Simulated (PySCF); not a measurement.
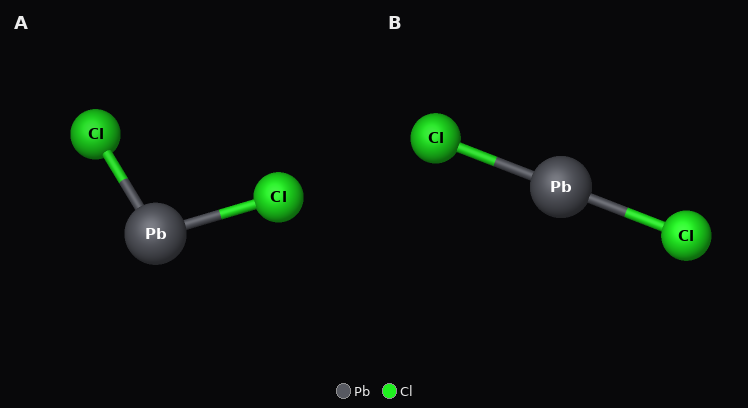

Stationary points of one species (charge 0), found from the start shapes bent, linear. Spin states: A singlet, B singlet. Method: RKS-based PBE, Pb def2-TZVP with ECP60, Cl def2-TZVP; scalar-relativistic core potentials; density fitting (PySCF 2.14.0).

Question: Which are minima, and which are saddle points?

Answer: A (C2v): a minimum. B (D∞h): a saddle point with 2 imaginary frequencies.

Give the electronic energies above the lowest point found, and say which start shapes lead to each (saddle points were followed downhill).

```tsv
panel	energy (kJ/mol)	reached from
A	0.0	bent, linear
B	94.3	linear
```
